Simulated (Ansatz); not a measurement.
A series of calculations on CH$_{8}$OSi

**1. Relaxation**

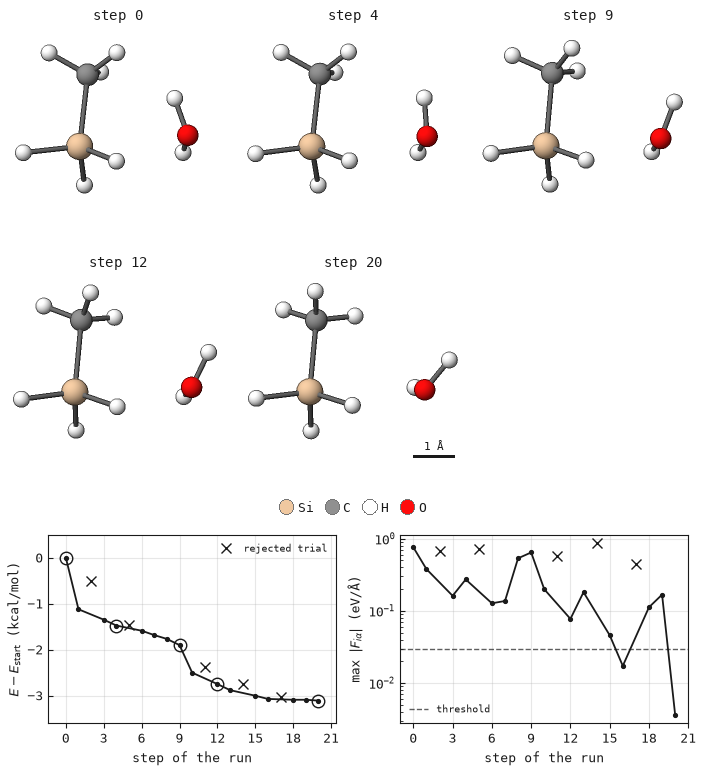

Frames of a relaxation of CH8OSi, marked on the history of the run. A ball-and-stick model, seen at a tilt.

The run prepares an end point of a later path (reaction) calculation, from a guessed geometry.

All numbers below come from RKS B3LYP-D4/def2-SVP (Ansatz 0.2.0).

Input file:
```yaml
crystal:
  periodic: [false, false, false]
  atoms:
    - { symbol: Si, position_ang: [0.276026, -0.007654, 0.104451] }
    - { symbol: C, position_ang: [0.133342, -0.047203, 1.98217] }
    - { symbol: H, position_ang: [-0.634784, -0.757986, 2.330226] }
    - { symbol: H, position_ang: [1.084323, -0.365668, 2.438397] }
    - { symbol: H, position_ang: [-0.10204, 0.950495, 2.389405] }
    - { symbol: H, position_ang: [1.703732, -0.298002, -0.250337] }
    - { symbol: H, position_ang: [-0.047726, 1.317565, -0.484523] }
    - { symbol: H, position_ang: [-0.533029, -1.091117, -0.526834] }
    - { symbol: O, position_ang: [-2.476871, 0.544199, 0.768214] }
    - { symbol: H, position_ang: [-2.85615, -0.323328, 0.567184] }
    - { symbol: H, position_ang: [-2.111323, 0.430699, 1.673947] }
basis:
  gaussian: { orbitals: def2-SVP }
hamiltonian:
  xc: b3lyp
  dispersion: d4
relax:
  f_tol: 0.03
  max_steps: 50
```

Run as
```bash
ansatz run input.yaml --threads 2 --pin off --max-ram 3072MiB --backend cpu --events-out ev --progress --plain --runs-dir out
```

What happens along the run?

The largest move after the best rigid fit is that of H11, 1.05 Å. Largest moves by element: H 1.05 Å, O 0.41 Å, C 0.18 Å, Si 0.18 Å. Near-neighbour distances that change, for instance: O9–H11 0.983 → 0.967 Å, Si1–C2 1.884 → 1.888 Å. Bond angles that change, for instance: Si1–C2–H3 112.4° → 108.8°, H3–C2–H4 106.5° → 108.8°. Groups turn about Si1–C2 by about 55°. The energy falls by 3.11 kcal/mol in 15 accepted moves (20 points after the start). The largest force component goes from 0.76 to 0.0036 eV/Å. The line search rejected the trial steps at points 2, 5, 11, 14, 17 of the run. The forces were under the threshold at step 16, but the run went on from there. From step 0 to 4: H11 moves most (0.37 Å), energy −1.48 kcal/mol. From step 4 to 9: H11 moves most (0.39 Å), energy −0.43 kcal/mol. From step 9 to 12: H5 moves most (0.30 Å), energy −0.85 kcal/mol. From step 12 to 20: H10 moves most (0.29 Å), energy −0.36 kcal/mol.

| step | E − E(0), kcal/mol | largest force component, eV/Å | note |
| --- | --- | --- | --- |
| 0 | 0.00 | 0.7593 |  |
| 1 | -1.12 | 0.3792 |  |
| 2 | -0.51 | 0.6770 | rejected |
| 3 | -1.35 | 0.1618 |  |
| 4 | -1.48 | 0.2725 |  |
| 5 | -1.47 | 0.7109 | rejected |
| 6 | -1.59 | 0.1273 |  |
| 7 | -1.68 | 0.1370 |  |
| 8 | -1.77 | 0.5351 |  |
| 9 | -1.90 | 0.6449 |  |
| 10 | -2.50 | 0.1993 |  |
| 11 | -2.38 | 0.5780 | rejected |
| 12 | -2.75 | 0.0774 |  |
| 13 | -2.88 | 0.1815 |  |
| 14 | -2.74 | 0.8583 | rejected |
| 15 | -3.00 | 0.0459 |  |
| 16 | -3.07 | 0.0173 |  |
| 17 | -3.04 | 0.4477 | rejected |
| 18 | -3.09 | 0.1122 |  |
| 19 | -3.09 | 0.1678 |  |
| 20 | -3.11 | 0.0036 |  |

**2. Relaxation**

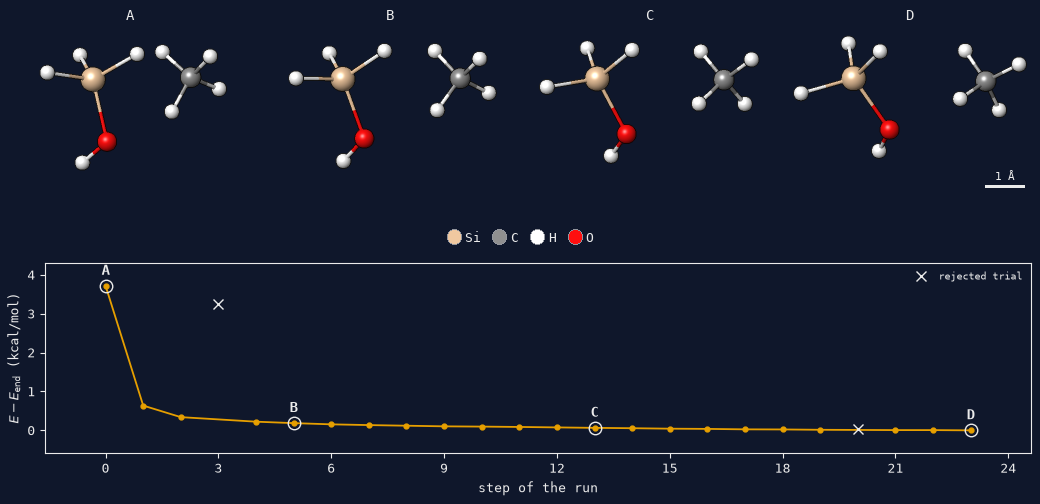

Frames of a relaxation of CH₈OSi, marked on the history of the run. The picture is a ball-and-stick view, seen at a tilt.

The run prepares an end point of a later path (reaction) calculation, from a guessed geometry.

All numbers below come from Ansatz, RKS B3LYP-D4/def2-SVP. Settings: no spin polarisation; force threshold 0.03 eV/Å; at most 50 steps.

**Describe the path.**

The energy falls by 3.72 kcal/mol in 21 accepted moves (23 points after the start). The largest force component goes from 0.57 to 0.025 eV/Å. The line search rejected the trial steps at points 3, 20 of the run. The forces were under the threshold at step 18, but the run went on from there. The largest move after the best rigid fit is that of an H atom, 1.31 Å. Largest moves by element: H 1.31 Å, Si 0.65 Å, C 0.56 Å, O 0.38 Å. Some distances before and after: H–Si 1.480 → 1.486 Å. From step 0 to 5: an H atom moves most (0.42 Å), energy −3.53 kcal/mol. From step 5 to 13: an H atom moves most (0.48 Å), energy −0.12 kcal/mol. From step 13 to 23: an H atom moves most (0.43 Å), energy −0.06 kcal/mol.

Limits of the set-up: the start holds two separate molecules, 2.2 Å apart at their closest, whose relative position is a soft coordinate.

**3. Path**

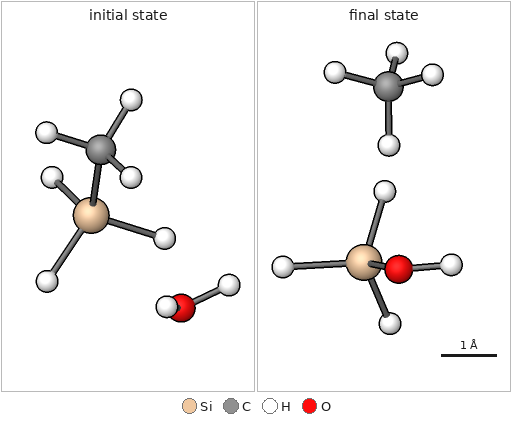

The two relaxed end points of a path for CH$_{8}$OSi, made up at the start of CH$_{6}$Si and H2O. A ball-and-stick model, seen from a free direction.

Method: RKS B3LYP-D4/def2-SVP (Ansatz 0.2.0).

Set-up: 9 movable images; climbing image; force threshold 0.05 eV/Å; iteration limit 60.

Start:
```xyz
11

Si    0.4440    0.0580    0.1014
C     0.3220   -0.0427    1.9830
H    -0.7371    0.0087    2.2725
H     0.7486   -0.9861    2.3597
H     0.8607    0.7905    2.4620
H     1.8813   -0.0507   -0.3058
H    -0.0707    1.3575   -0.4142
H    -0.2846   -1.0706   -0.5471
O    -2.7240    0.2123    0.6947
H    -2.9392   -0.6881    0.9740
H    -3.0656    0.7632    1.4121
```

End:
```xyz
11

Si   -0.3301    0.1921   -1.0625
C    -0.3142   -0.1781    3.2074
H    -1.1343   -0.3741    3.9148
H     0.2176   -1.1178    2.9968
H     0.3861    0.5421    3.6559
H     0.7252    1.2381   -1.0907
H    -0.8690   -0.0084   -2.4437
H     0.2462   -1.1082   -0.6019
O    -1.5113    0.7543   -0.0173
H    -2.2624    0.1750    0.1603
H    -0.7182    0.2371    2.2731
```

What barrier does the band find between them, and by what path?

Answer. Forward barrier 46.8 kcal/mol, backward barrier 66.6 kcal/mol, with image 4 at the top; the reaction energy is −19.9 kcal/mol. Breaking: O9–H11 (0.97 → 1.11 at the top → 2.48 Å), Si1–C2 (1.89 → 2.26 at the top → 4.29 Å). Forming: C2–H11 (3.53 → 1.53 at the top → 1.10 Å), Si1–O9 (3.23 → 1.90 at the top → 1.67 Å). The band converged in 24 iterations, with a climbing image at the top. At the top, the vibrational analysis gives one imaginary mode (1135i cm⁻¹), as a transition state must have.

Energies of the converged images:

```
image  path (Å)  E (kcal/mol)
    0      0.00           0.0
    1      1.56          -0.1
    2      3.11           1.4
    3      4.66           8.8
    4      6.20          46.8
    5      6.94           5.4
    6      7.68         -15.5
    7      8.42         -19.5
    8      9.16         -19.8
    9      9.90         -19.8
   10     10.64         -19.9
```

The geometry at the top of the path:

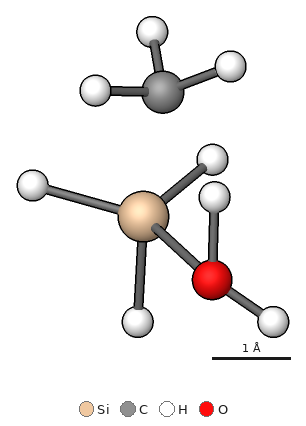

Limits of the set-up: the start holds two separate molecules, 2.5 Å apart at their closest, whose relative position is a soft coordinate.
